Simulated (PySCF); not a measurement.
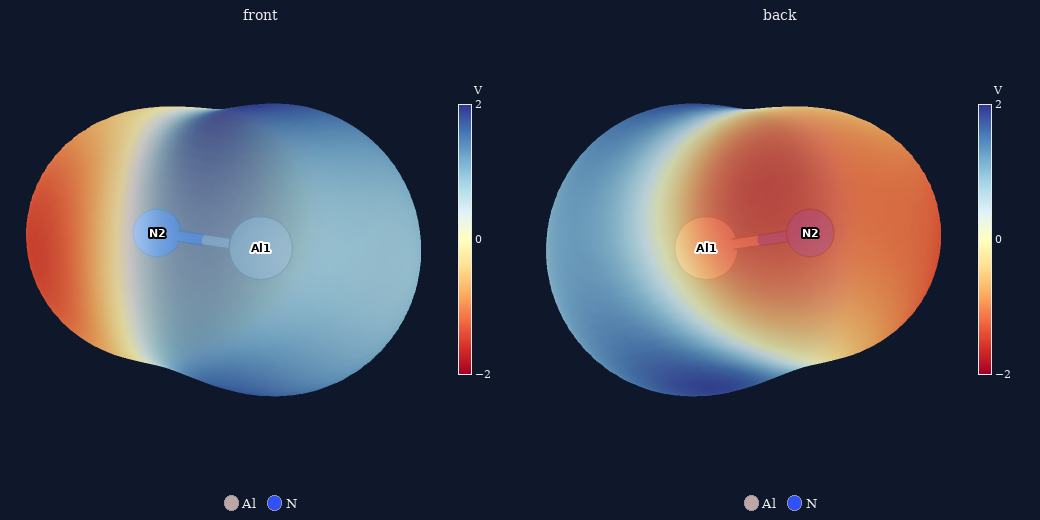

The picture shows: AlN (triplet). The molecular electrostatic potential painted on the density surface at 0.002 e/bohr³, seen from the front and from behind; red is negative and blue positive.

Theory: PySCF, PBE0/def2-TZVP, non-relativistic Hamiltonian with scalar-relativistic core potentials where named, at a bond length of 1.793 Å.

### Where is the surface potential most negative and most positive?

The most negative region (about −1.5 V) lies over N2, the most positive (about +1.9 V) over Al1. N2 is the likeliest acceptor of a hydrogen bond.
